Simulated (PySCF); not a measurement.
# C5H8ClN3: the cost of one run

Computed with PySCF 2.14.0 and routines of our own; the level stands in each step. Atoms count from 0.

### 1 The starting structure

17 atoms, charge 0, multiplicity 1; geometry from: GFN2-xTB.

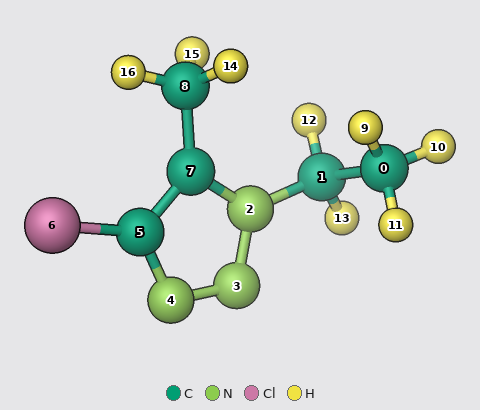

The starting geometry (carbon teal, nitrogen green, chlorine pink, hydrogen yellow).

### 2 Magnetic properties: GIAO B97-2/pcSseg-1

The job: settings as JSON, then the geometry in Å.

```
{"job": {"kind": "mag", "xc": "B97-2", "basis": "pcSseg-1", "isotopologues": 0}, "charge": 0, "multiplicity": 1}
C     -2.171933    -0.208099     0.339587
C     -1.252538     0.111166    -0.835593
N     -0.022885     0.707934    -0.389546
N      0.112864     2.028516    -0.342740
N      1.271156     2.320089     0.114407
C      1.922731     1.175964     0.381013
Cl     3.505283     1.119393     1.003237
C      1.102289     0.103464     0.063378
C      1.324077    -1.356463     0.149804
H     -1.713409    -0.934353     1.006159
H     -3.109340    -0.616284    -0.026978
H     -2.380639     0.698084     0.902191
H     -1.021715    -0.795058    -1.401707
H     -1.729257     0.839401    -1.494858
H      0.662970    -1.808048     0.889045
H      1.139733    -1.833366    -0.812611
H      2.353615    -1.540308     0.445302
```

Level: GIAO B97-2/pcSseg-1 magnetisability, rotational g tensor and spin-rotation constants, non-relativistic, gas phase.

On the command line:

```console
> OMP_NUM_THREADS=1 python excited_run.py task.json out
```

One launch serves the whole session: the jobs run in the order shown.

**Question.** How long does this first job take on 1 thread of Arm Neoverse V2, shared host, and how much memory does it need?

About 39 s, with a peak of 0.87 GiB.
